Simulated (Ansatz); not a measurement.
**Nudged elastic band, with input and output: BPNH$_{5}$Cl$_{2}$**

- system: BPNH$_{5}$Cl$_{2}$
- method: RKS PBE0-D4/def2-mTZVP (Ansatz 0.2.0)

It belongs to a series of runs on one base structure; here: band between the two ends. Figures and captions count atoms from 1; the log counts them from 0 in places.

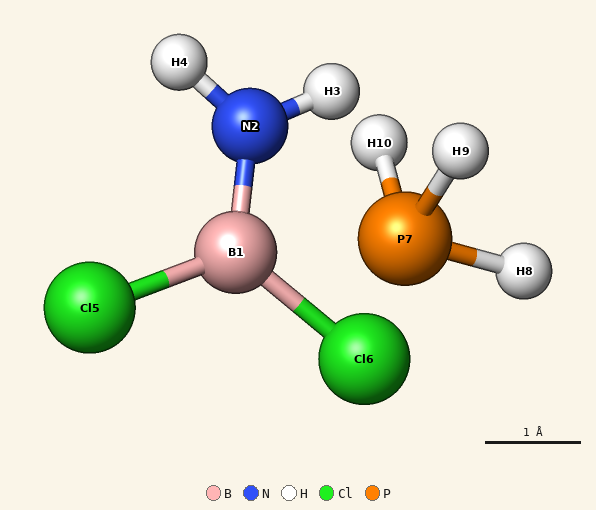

Fig. 1: The starting structure (ball-and-stick view, seen at a tilt; atoms are numbered from 1 in the order of the input). Bond lengths as drawn: B–Cl 1.77 Å, B–N 1.38 Å, H–N 1.01 Å and H–P 1.42 to 1.43 Å.

The input
```yaml
crystal:
  periodic: [false, false, false]
  atoms:
    - { symbol: B, position_ang: [0.240828, -0.57626, 0.2248] }
    - { symbol: "N", position_ang: [0.273626, -0.98585, 1.54618] }
    - { symbol: H, position_ang: [-0.554327, -1.260896, 2.05031] }
    - { symbol: H, position_ang: [1.12993, -1.049246, 2.073483] }
    - { symbol: Cl, position_ang: [1.730323, -0.123621, -0.607342] }
    - { symbol: Cl, position_ang: [-1.302727, -0.498524, -0.637056] }
    - { symbol: P, position_ang: [-0.943078, 3.091762, 0.80331] }
    - { symbol: H, position_ang: [-2.308557, 2.711524, 0.677401] }
    - { symbol: H, position_ang: [-1.209656, 4.02612, 1.845902] }
    - { symbol: H, position_ang: [-0.647261, 2.039391, 1.71471] }
basis:
  gaussian: { orbitals: def2-mTZVP }
hamiltonian:
  xc: pbe0
  dispersion: d4
neb:
  order_check: false
  images: 5
  f_tol: 0.05
  max_iterations: 60
  final_atoms:
    - { symbol: B, position_ang: [-0.22200871, 0.57664482, 0.23606331] }
    - { symbol: "N", position_ang: [-0.23871338, -0.08211509, 1.70966327] }
    - { symbol: H, position_ang: [0.02961507, -1.06562521, 1.65348467] }
    - { symbol: H, position_ang: [0.41794498, 0.3925324, 2.3266979] }
    - { symbol: Cl, position_ang: [1.52511891, 0.34798013, -0.32499103] }
    - { symbol: Cl, position_ang: [-1.44143526, -0.43916106, -0.71264744] }
    - { symbol: P, position_ang: [-0.7294955, 2.4766125, 0.25778284] }
    - { symbol: H, position_ang: [-1.8831569, 2.33349857, 1.08893488] }
    - { symbol: H, position_ang: [0.12117522, 2.86303717, 1.33810064] }
    - { symbol: H, position_ang: [-1.16994342, -0.02900423, 2.11860896] }
  initial_path:
    images:
      - { positions_ang: [[0.240828, -0.57626, 0.2248], [0.273626, -0.98585, 1.54618], [-0.554327, -1.260896, 2.05031], [1.12993, -1.049246, 2.073483], [1.730323, -0.123621, -0.607342], [-1.302727, -0.498524, -0.637056], [-0.943078, 3.091762, 0.80331], [-2.308557, 2.711524, 0.677401], [-1.209656, 4.02612, 1.845902], [-0.647261, 2.039391, 1.71471]] }
      - { positions_ang: [[0.16004075, -0.37550341, 0.14326443], [0.18303659, -0.66531795, 1.6572951], [-0.66092547, -0.94384902, 2.16811347], [1.04653, -0.62176215, 2.18730784], [1.68941653, -0.06537463, -0.72234221], [-1.40648172, -0.31564703, -0.74024294], [-0.84332575, 2.72883234, 0.77914111], [-2.18982218, 2.57005815, 0.53766402], [-1.02170215, 3.34844813, 1.94751634], [-0.5476656, 1.71451555, 1.73398084]] }
      - { positions_ang: [[0.0792535, -0.17474681, 0.06172887], [0.09244717, -0.3447859, 1.7684102], [-0.76752393, -0.62680204, 2.28591695], [0.96313001, -0.1942783, 2.30113268], [1.64851006, -0.00712827, -0.83734242], [-1.51023645, -0.13277006, -0.84342988], [-0.74357349, 2.36590268, 0.75497222], [-2.07108736, 2.4285923, 0.39792704], [-0.8337483, 2.67077627, 2.04913067], [-0.44807021, 1.38964011, 1.75325168]] }
      - { positions_ang: [[-0.00153374, 0.02600978, -0.0198067], [0.00185776, -0.02425384, 1.87952531], [-0.8741224, -0.30975505, 2.40372042], [0.87973001, 0.23320556, 2.41495752], [1.60760358, 0.0511181, -0.95234264], [-1.61399117, 0.05010692, -0.94661683], [-0.64382124, 2.00297302, 0.73080334], [-1.95235254, 2.28712645, 0.25819005], [-0.64579445, 1.9931044, 2.15074501], [-0.34847481, 1.06476466, 1.77252252]] }
      - { positions_ang: [[-0.0750254, 0.2095548, 0.06548331], [-0.07833262, -0.04354093, 1.82290463], [-0.57287657, -0.56171177, 2.15364184], [0.72580167, 0.2863145, 2.38553765], [1.58010869, 0.15007211, -0.74322543], [-1.55647253, -0.11298241, -0.86862703], [-0.67237932, 2.16085285, 0.57312984], [-1.92928733, 2.30258382, 0.53510499], [-0.3901379, 2.28308199, 1.87986355], [-0.62229768, 0.70017503, 1.88788466]] }
      - { positions_ang: [[-0.14851705, 0.39309981, 0.15077331], [-0.158523, -0.06282801, 1.76628395], [-0.27163075, -0.81366849, 1.90356325], [0.57187332, 0.33942345, 2.35611777], [1.5526138, 0.24902612, -0.53410823], [-1.4989539, -0.27607173, -0.79063724], [-0.70093741, 2.31873268, 0.41545634], [-1.90622211, 2.3180412, 0.81201993], [-0.13448134, 2.57305958, 1.6089821], [-0.89612055, 0.3355854, 2.00324681]] }
      - { positions_ang: [[-0.22200871, 0.57664482, 0.23606331], [-0.23871338, -0.08211509, 1.70966327], [0.02961507, -1.06562521, 1.65348467], [0.41794498, 0.3925324, 2.3266979], [1.52511891, 0.34798013, -0.32499103], [-1.44143526, -0.43916106, -0.71264744], [-0.7294955, 2.4766125, 0.25778284], [-1.8831569, 2.33349857, 1.08893488], [0.12117522, 2.86303717, 1.33810064], [-1.16994342, -0.02900423, 2.11860896]] }
```

Machine: 4 threads of Intel Xeon (Sapphire Rapids), 32 GiB of memory available, shared host.

Run as:
```bash
ansatz run input.yaml --threads 4 --pin off --max-ram 5120MiB --backend cpu --events-out ev --progress --plain --runs-dir out
```

Log
```
Engine: ansatz 0.2.0, x86_64-unknown-linux-gnu
Functional definition: PBE0
  parameter a = 0.25
  parameter kappa = 0.804
  parameter beta = 0.06672455060314922
  exchange = (1 - a)*pbe_x(kappa = kappa, mu = beta*pi^2/3) + a*exact_x
  correlation = pbe_c(beta = beta)
1155 factors; integrals over basis functions are off by at most 5.9e-4 eV
mean field evaluation 1: about -36565.7968 eV, gradient 5.6e1 eV
mean field evaluation 2: about -36558.8723 eV, gradient 7.6e1 eV
mean field evaluation 4: about -36571.6860 eV, gradient 2.5e0 eV
mean field evaluation 8: about -36571.7531 eV, gradient 2.6e-1 eV
mean field evaluation 16: about -36571.7533 eV, gradient 1.9e-5 eV
mean field -36571.75327765 eV, -1343.9871437290 hartree, gradient 1.9e-5 eV, S^2 0.000000; 0 other end points of the search recorded, 0 dependent functions left out
the calculation of the forces begins
reference -36571.75331262 eV, -1343.9871450140 hartree; 33, 33 occupied and 86, 86 virtual orbitals, 1155 factors
1155 factors; integrals over basis functions are off by at most 9.2e-4 eV
mean field evaluation 32: about -36571.7827 eV, gradient 5.4e-5 eV
mean field -36571.78269190 eV, -1343.9882246828 hartree, gradient 5.4e-5 eV, S^2 0.000000; 0 other end points of the search recorded, 0 dependent functions left out
[... from here on the field's lines of each further geometry are left out, up to the last ...]
NEB iter   1: max|band force component| = 2.345e1 eV/Å  barrier→ = 6.9708 eV  barrier← = 7.0622 eV  Δτ_max = 0.1986 Å  (186 SCF iters)
NEB iter   2: max|band force component| = 4.396e0 eV/Å  barrier→ = 4.3039 eV  barrier← = 4.3953 eV  Δτ_max = 0.2000 Å  (152 SCF iters)
NEB iter   3: max|band force component| = 6.048e0 eV/Å  barrier→ = 3.2182 eV  barrier← = 3.3096 eV  Δτ_max = 0.1005 Å  (151 SCF iters)
NEB iter   4: max|band force component| = 1.193e0 eV/Å  barrier→ = 2.8686 eV  barrier← = 2.9601 eV  Δτ_max = 0.1998 Å  (141 SCF iters)
NEB iter   5: max|band force component| = 7.370e-1 eV/Å  barrier→ = 2.3846 eV  barrier← = 2.4760 eV  Δτ_max = 0.2000 Å  (145 SCF iters)
NEB iter   6: max|band force component| = 7.599e-1 eV/Å  barrier→ = 2.2063 eV  barrier← = 2.2977 eV  Δτ_max = 0.1006 Å  (145 SCF iters)
NEB iter   7: max|band force component| = 7.500e-1 eV/Å  barrier→ = 2.0550 eV  barrier← = 2.1465 eV  Δτ_max = 0.0997 Å  (143 SCF iters)
NEB iter   8: max|band force component| = 7.598e-1 eV/Å  barrier→ = 1.8988 eV  barrier← = 1.9903 eV  Δτ_max = 0.0502 Å  (143 SCF iters)
NEB iter   9: max|band force component| = 6.840e-1 eV/Å  barrier→ = 1.7669 eV  barrier← = 1.8583 eV  Δτ_max = 0.0500 Å  (142 SCF iters)
NEB iter  10: max|band force component| = 5.110e-1 eV/Å  barrier→ = 1.7343 eV  barrier← = 1.8257 eV  Δτ_max = 0.0501 Å  (143 SCF iters)
NEB iter  11: max|band force component| = 1.167e0 eV/Å  barrier→ = 1.7118 eV  barrier← = 1.8033 eV  CI = image 3  Δτ_max = 0.0502 Å  (144 SCF iters)
NEB iter  12: max|band force component| = 1.290e0 eV/Å  barrier→ = 1.7516 eV  barrier← = 1.8430 eV  CI = image 3  Δτ_max = 0.1009 Å  (145 SCF iters)
NEB iter  13: max|band force component| = 1.278e0 eV/Å  barrier→ = 1.7895 eV  barrier← = 1.8809 eV  CI = image 3  Δτ_max = 0.1990 Å  (139 SCF iters)
NEB iter  14: max|band force component| = 1.271e0 eV/Å  barrier→ = 1.8959 eV  barrier← = 1.9873 eV  CI = image 3  Δτ_max = 0.1992 Å  (139 SCF iters)
NEB iter  15: max|band force component| = 8.099e-1 eV/Å  barrier→ = 2.0738 eV  barrier← = 2.1652 eV  CI = image 3  Δτ_max = 0.1983 Å  (138 SCF iters)
NEB iter  16: max|band force component| = 8.623e-1 eV/Å  barrier→ = 2.1893 eV  barrier← = 2.2808 eV  CI = image 3  Δτ_max = 0.0969 Å  (141 SCF iters)
NEB iter  17: max|band force component| = 6.525e-1 eV/Å  barrier→ = 2.0961 eV  barrier← = 2.1876 eV  CI = image 3  Δτ_max = 0.1642 Å  (145 SCF iters)
NEB iter  18: max|band force component| = 3.052e-1 eV/Å  barrier→ = 2.0031 eV  barrier← = 2.0945 eV  CI = image 3  Δτ_max = 0.1892 Å  (146 SCF iters)
NEB iter  19: max|band force component| = 3.575e-1 eV/Å  barrier→ = 1.9459 eV  barrier← = 2.0373 eV  CI = image 3  Δτ_max = 0.0950 Å  (142 SCF iters)
NEB iter  20: max|band force component| = 3.066e-1 eV/Å  barrier→ = 1.9211 eV  barrier← = 2.0126 eV  CI = image 3  Δτ_max = 0.1481 Å  (142 SCF iters)
NEB iter  21: max|band force component| = 2.173e-1 eV/Å  barrier→ = 1.9124 eV  barrier← = 2.0038 eV  CI = image 3  Δτ_max = 0.0485 Å  (140 SCF iters)
NEB iter  22: max|band force component| = 1.688e-1 eV/Å  barrier→ = 1.9082 eV  barrier← = 1.9997 eV  CI = image 3  Δτ_max = 0.1865 Å  (137 SCF iters)
NEB iter  23: max|band force component| = 3.690e-1 eV/Å  barrier→ = 1.9077 eV  barrier← = 1.9991 eV  CI = image 3  Δτ_max = 0.0709 Å  (135 SCF iters)
NEB iter  24: max|band force component| = 9.976e-2 eV/Å  barrier→ = 1.9046 eV  barrier← = 1.9961 eV  CI = image 3  Δτ_max = 0.0461 Å  (138 SCF iters)
the calculation of the forces begins
reference -36571.70741109 eV, -1343.9854581639 hartree; 33, 33 occupied and 86, 86 virtual orbitals, 1155 factors
1155 factors; integrals over basis functions are off by at most 5.9e-4 eV
mean field evaluation 1024: about -36569.4583 eV, gradient 1.0e1 eV
mean field -36569.78987050 eV, -1343.9149898471 hartree, gradient 2.4e-5 eV, S^2 0.000000; 1 other end points of the search recorded, 0 dependent functions left out
the calculation of the forces begins
reference -36569.78990238 eV, -1343.9149910187 hartree; 33, 33 occupied and 86, 86 virtual orbitals, 1155 factors
NEB iter  25: max|band force component| = 3.740e-2 eV/Å  barrier→ = 1.9045 eV  barrier← = 1.9960 eV  CI = image 3  Δτ_max = 0.0000 Å  (255 SCF iters)
```

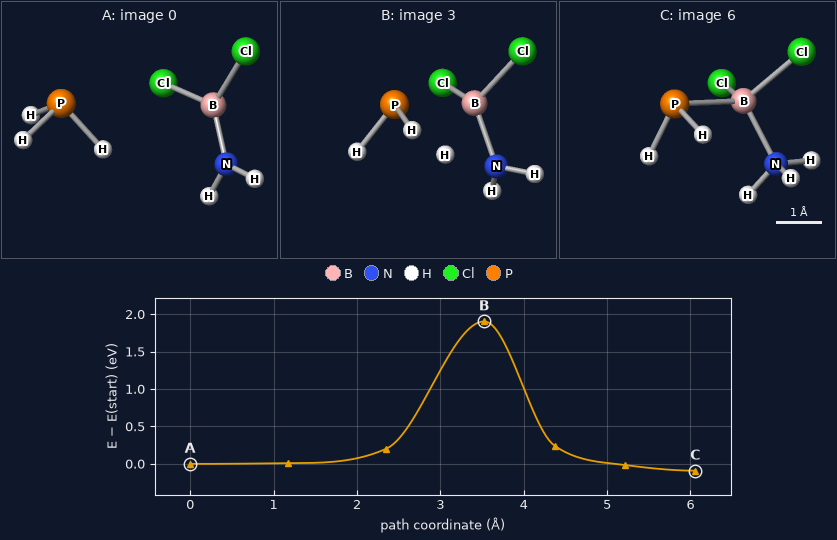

Fig. 2: Images of the last band (counted from 0; ball-and-stick, seen at a tilt) above the energy along the path; the line is a cubic interpolation that uses the forces. The highest image is number 3, 1.905 eV above the start and 1.996 eV above the end (the climbing image); the end lies 0.091 eV below the start. The path is 6.06 Å long. The band converged in 25 iterations.

```
Total energy: -36570.05415060 eV, -1343.9247019614 hartree
Atom 0 at    -0.069124     0.236577     0.304706 Å, force    -0.037651     0.004016     0.024802 eV/Å
Atom 1 at    -0.139138    -0.251458     1.738343 Å, force     0.023073    -0.012161     0.006401 eV/Å
Atom 2 at    -0.825157    -0.962311     1.955992 Å, force    -0.004684     0.012214    -0.003706 eV/Å
Atom 3 at     0.736935    -0.385898     2.225980 Å, force    -0.006014     0.002190    -0.002079 eV/Å
Atom 4 at     1.612666     0.474564    -0.299207 Å, force     0.013078     0.014782    -0.003757 eV/Å
Atom 5 at    -1.278432    -0.545500    -0.780749 Å, force    -0.009687    -0.011014    -0.012095 eV/Å
Atom 6 at    -0.846814     2.361699     0.436050 Å, force     0.027850     0.002515    -0.003974 eV/Å
Atom 7 at    -2.091232     2.336092     1.127139 Å, force     0.004563    -0.012217     0.002160 eV/Å
Atom 8 at    -0.108810     3.026011     1.456198 Å, force    -0.005401     0.007726    -0.000719 eV/Å
Atom 9 at    -0.581794     1.084625     1.527247 Å, force    -0.005126    -0.008051    -0.007034 eV/Å
Dipole moment:    -0.098978    -0.095669     0.806190 e Å
this run last wrote the band of iteration 25 to [file]
```

The last band as extended XYZ (Å, eV, eV/Å)
```
10
Properties=species:S:1:pos:R:3:forces:R:3 image=0 energy=-36571.95864
B     0.2408   -0.5763    0.2248    0.0008  -0.0072  -0.0007
N     0.2736   -0.9859    1.5462   -0.0004   0.0075  -0.0106
H    -0.5543   -1.2609    2.0503    0.0015  -0.0011   0.0061
H     1.1299   -1.0492    2.0735    0.0010  -0.0023   0.0052
Cl    1.7303   -0.1236   -0.6073   -0.0016   0.0018   0.0022
Cl   -1.3027   -0.4985   -0.6371   -0.0022   0.0018  -0.0023
P    -0.9431    3.0918    0.8033   -0.0195   0.0105   0.0174
H    -2.3086    2.7115    0.6774    0.0163   0.0031  -0.0001
H    -1.2097    4.0261    1.8459    0.0049  -0.0162  -0.0162
H    -0.6473    2.0394    1.7147   -0.0007   0.0022  -0.0011
10
Properties=species:S:1:pos:R:3:forces:R:3 image=1 energy=-36571.94996
B     0.2584   -0.5701    0.2164   -0.0044  -0.0093   0.0052
N     0.1590   -0.9657    1.5393    0.0119   0.0111   0.0140
H    -0.6730   -1.3869    1.9211    0.0007  -0.0048  -0.0096
H     0.9165   -0.8608    2.1957    0.0028  -0.0071  -0.0034
Cl    1.7519    0.1611   -0.3813   -0.0068  -0.0080  -0.0006
Cl   -1.1140   -0.7854   -0.8756    0.0026   0.0012  -0.0064
P    -1.1415    2.9655    0.6938    0.0014   0.0065   0.0006
H    -2.4329    2.9294    1.2921    0.0002   0.0033  -0.0007
H    -0.6679    3.9756    1.5781   -0.0062   0.0070   0.0031
H    -0.6474    1.9117    1.5121   -0.0022   0.0002  -0.0022
10
Properties=species:S:1:pos:R:3:forces:R:3 image=2 energy=-36571.75656
B     0.1647   -0.3305    0.2442    0.0707  -0.2963  -0.0163
N     0.0581   -0.6794    1.5820    0.0906  -0.1948  -0.0602
H    -0.7784   -1.0858    1.9690    0.0072  -0.0465   0.0219
H     0.7911   -0.4985    2.2489    0.0200  -0.0484   0.0184
Cl    1.6525    0.4065   -0.3572    0.0231  -0.0558  -0.0330
Cl   -1.1856   -0.6455   -0.8529    0.0599  -0.0525  -0.0181
P    -0.9996    2.6234    0.6312   -0.0525   0.1303   0.0612
H    -2.2685    2.7167    1.2614   -0.0869   0.1947   0.0491
H    -0.3230    3.4184    1.5942   -0.0772   0.1955   0.0455
H    -0.7023    1.4490    1.3709   -0.0549   0.1737  -0.0687
10
Properties=species:S:1:pos:R:3:forces:R:3 image=3 energy=-36570.05412
B    -0.0691    0.2366    0.3047   -0.0377   0.0040   0.0248
N    -0.1391   -0.2515    1.7383    0.0231  -0.0122   0.0064
H    -0.8252   -0.9623    1.9560   -0.0047   0.0122  -0.0037
H     0.7369   -0.3859    2.2260   -0.0060   0.0022  -0.0021
Cl    1.6127    0.4746   -0.2992    0.0131   0.0148  -0.0038
Cl   -1.2784   -0.5455   -0.7807   -0.0097  -0.0110  -0.0121
P    -0.8468    2.3617    0.4360    0.0278   0.0025  -0.0040
H    -2.0912    2.3361    1.1271    0.0046  -0.0122   0.0022
H    -0.1088    3.0260    1.4562   -0.0054   0.0077  -0.0007
H    -0.5818    1.0846    1.5272   -0.0051  -0.0081  -0.0070
10
Properties=species:S:1:pos:R:3:forces:R:3 image=4 energy=-36571.71634
B    -0.1464    0.4891    0.2085   -0.1112   0.3342  -0.1239
N    -0.1929   -0.0810    1.7326   -0.0855   0.2286  -0.0144
H    -0.8263   -0.8671    1.8800   -0.0022   0.1193  -0.1092
H     0.7164   -0.2998    2.1398   -0.0333   0.1059  -0.1149
Cl    1.6134    0.4479   -0.3159    0.0128  -0.0274  -0.0123
Cl   -1.2746   -0.5713   -0.7809    0.0125  -0.0339  -0.0140
P    -0.8279    2.3870    0.2588    0.0448   0.0370  -0.2233
H    -2.0099    2.2094    1.0555    0.1069  -0.1717  -0.0965
H    -0.0687    2.8907    1.3690    0.0476  -0.1742  -0.1062
H    -0.5741    0.7696    2.1442    0.0076  -0.4176   0.8148
10
Properties=species:S:1:pos:R:3:forces:R:3 image=5 energy=-36571.97442
B    -0.1813    0.5700    0.2325   -0.0090   0.0131   0.0080
N    -0.2245   -0.0631    1.7308   -0.0046   0.0073   0.0019
H    -0.4319   -1.0613    1.6971    0.0729  -0.0327  -0.0285
H     0.6719    0.0620    2.1984   -0.0078   0.0692   0.0111
Cl    1.5794    0.3782   -0.2978   -0.0105  -0.0227  -0.0016
Cl   -1.3569   -0.4735   -0.7403   -0.0259   0.0133   0.0132
P    -0.7486    2.4561    0.2307    0.0183   0.0118  -0.0094
H    -1.9547    2.2523    0.9733    0.0144   0.0126  -0.0156
H    -0.0003    2.8610    1.3800    0.0197  -0.0045  -0.0058
H    -0.9439    0.3928    2.2870   -0.0675  -0.0673   0.0267
10
Properties=species:S:1:pos:R:3:forces:R:3 image=6 energy=-36572.05008
B    -0.2220    0.5766    0.2361    0.0022   0.0065  -0.0048
N    -0.2387   -0.0821    1.7097   -0.0040  -0.0081  -0.0254
H     0.0296   -1.0656    1.6535    0.0008  -0.0050   0.0103
H     0.4179    0.3925    2.3267    0.0045   0.0038   0.0058
Cl    1.5251    0.3480   -0.3250   -0.0034   0.0039   0.0012
Cl   -1.4414   -0.4392   -0.7126    0.0001   0.0008   0.0067
P    -0.7295    2.4766    0.2578   -0.0004  -0.0012  -0.0237
H    -1.8832    2.3335    1.0889   -0.0069  -0.0059   0.0034
H     0.1212    2.8630    1.3381    0.0129   0.0068   0.0169
H    -1.1699   -0.0290    2.1186   -0.0058  -0.0015   0.0096
```

Key numbers

- outcome: converged
- barrier, forward: 1.905 eV
- barrier, backward: 1.996 eV
- wall time: 3.1 min (CPU time 11 min)
- peak memory: 0.31 GiB

The order of the saddle point was not checked.
